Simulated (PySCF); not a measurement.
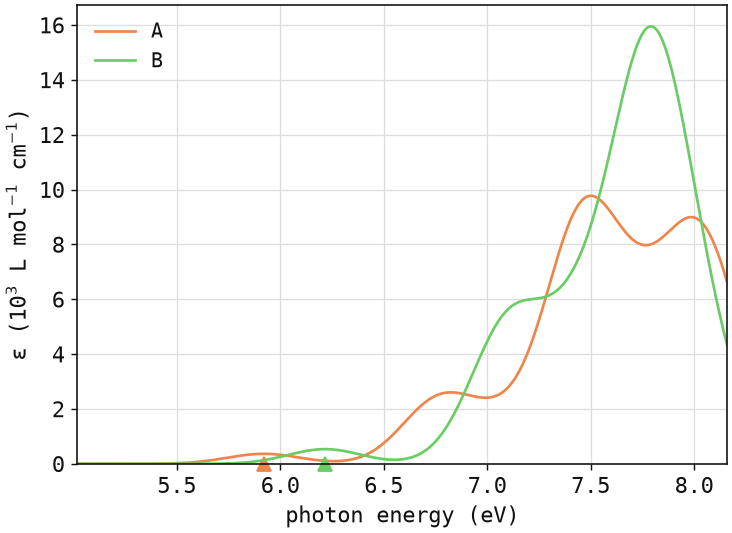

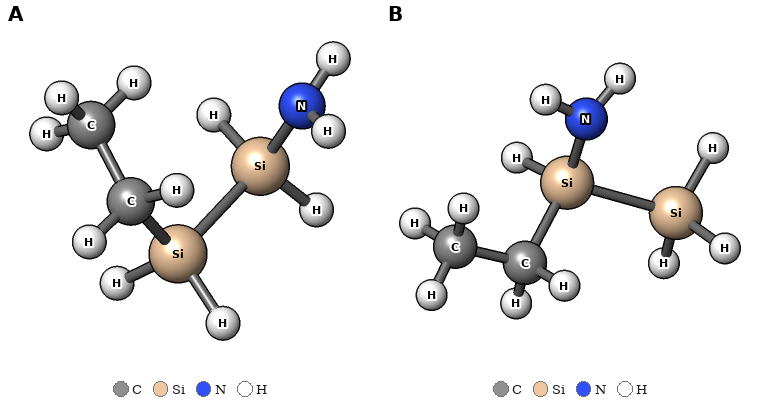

Related molecules: A is C₂H₁₁NSi₂, SMILES CC[SiH2][SiH2]N; B is C₂H₁₁NSi₂, SMILES CC[Si@@H](N)[SiH3]. Vertical TDDFT absorption, CAM-B3LYP/def2-SVPD in PySCF, at a PBE0-D3(BJ)/def2-SVP geometry (no frequency check); Gaussians of 1/e half-width 0.25 eV, triangles mark S1, and the range ends where the computed states of one molecule run out.

> How does the lowest singlet move?

A: 5.92 eV (f = 0.006, mainly HOMO → LUMO (90 %)); B: 6.22 eV (f = 0.008, mainly HOMO → LUMO (87 %)). From A to B it shifts 0.30 eV to the blue.

> And the brightest state of each within the range drawn?

A: S5 at 7.46 eV, f = 0.11; B: S7 at 7.78 eV, f = 0.17.

Limits of at least one run: core orbitals are frozen in the response; one conformer of a flexible molecule.
